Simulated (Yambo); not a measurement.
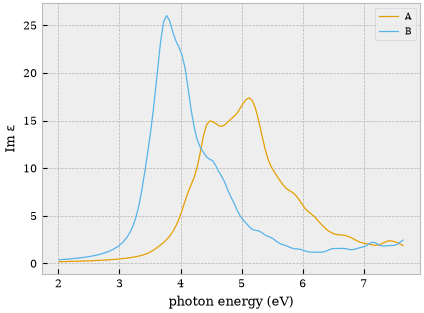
Figure. Two computed absorption spectra of PbI2 (CdI2 type, space group P-3m1, No. 164) (Yambo, PBE bands with the same scissor, field along x)

Axes are Cartesian, with cell vectors (Å) (4.54, 0.00, 0.00), (-2.27, 3.93, 0.00), (0.00, 0.00, 7.07).

Q: Which curve includes the electron-hole attraction (BSE)?

A: Curve B: the attraction moves weight to lower energy (centre of the plotted range 4.3 eV against 5.2 eV). Settings: 9×9×4 mesh, 6 valence and 4 conduction bands, static screening with 63 bands and a 4 Ry block, scissor 0.92 eV, Tamm-Dancoff. The scissor comes from a G0W0 run whose convergence isn't established. Broadening 0.15 eV. The band window holds all transitions up to 7.7 eV. On this mesh the peak heights and the fine structure are mesh artefacts; only the shift of weight is robust.

Bands and orbitals come from the standard potentials; the scissor and the G0W0 gaps come from a run at the same geometry on the stringent ones, which hold whole semicore shells in the valence.

Spin-orbit coupling is not included.

Geometry relaxed with PBEsol; primitive cell a = b = 4.5372 Å, c = 7.0659 Å, α = β = 90.00°, γ = 120.00°.
